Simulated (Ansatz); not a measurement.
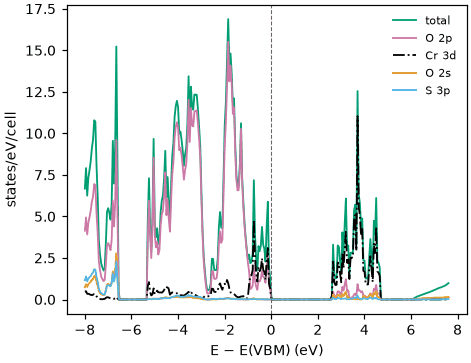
Figure. Total and projected density of states of NaCrS₂O₈ in space group C2/m (No. 12; Pearson symbol mS24), r²SCAN in the plane-wave PAW code Ansatz

Problem. Which orbitals carry the states next to the gap?

Solution. Top 1 eV of the valence band: Cr 3d 56 %, O 2p 40 %. Bottom 1 eV of the conduction band: Cr 3d 75 %, O 2p 13 %, O 2s 5 %. Projections are on Löwdin-orthogonalised atomic valence shells; empty p or d shells of many metals are not among them.

Problem. Where is the tallest occupied peak in this window, and what makes it?

Solution. Near -1.8 eV, about 17 states/eV per cell; the largest projected share is O 2p.

The workflow started from a Materials Project entry (that database holds measured and hypothetical structures alike); the Crystallography Open Database copy checked does not list it. Whether it is the stable phase at ambient conditions was not checked. The r²SCAN relaxation kept the symmetry of its start; its stability against distortions is not shown here. Spin order of the final state: ferromagnetic, the only order run, not a proven ground state. The cell computed holds one magnetic atom, so no antiferromagnetic order was within reach. Other orbital occupations within this spin state were not tried. No Hubbard U is applied.

Potentials: the later of the program's two PAW sets.
